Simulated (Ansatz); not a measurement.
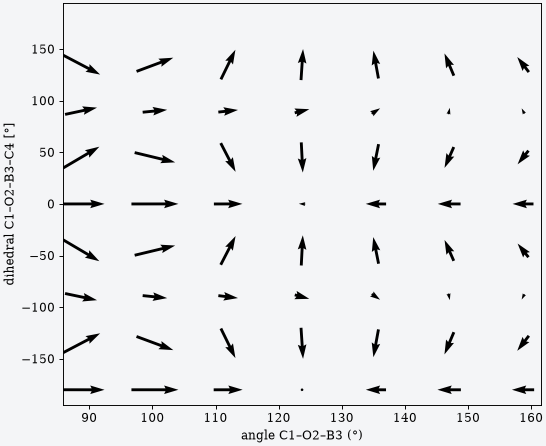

C2H7BOSi, SMILES COB1C[SiH2]1. Coordinates scanned: (1) angle C1–O2–B3; (2) dihedral C1–O2–B3–C4. Nothing is relaxed (all other coordinates rigid). The grid has 7 × 8 points. Method: Ansatz, RKS CAM-B3LYP-D4/def2-SVP.

Drawn: arrows along the force (downhill), their lengths compressed.

**The arrows alone are given. Where are the wells?**

The arrows converge at angle C1–O2–B3 = 123.7°, dihedral C1–O2–B3–C4 = −180°; angle C1–O2–B3 = 123.7°, dihedral C1–O2–B3–C4 = 0° (1.3 kcal/mol up) (read from the interpolated surface).

The energy map of the same scan:

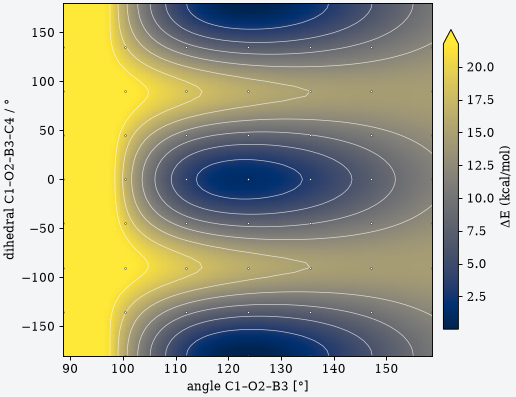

Energies are in kcal/mol, from the relaxed molecule at the same level; between grid points the surface is interpolated.
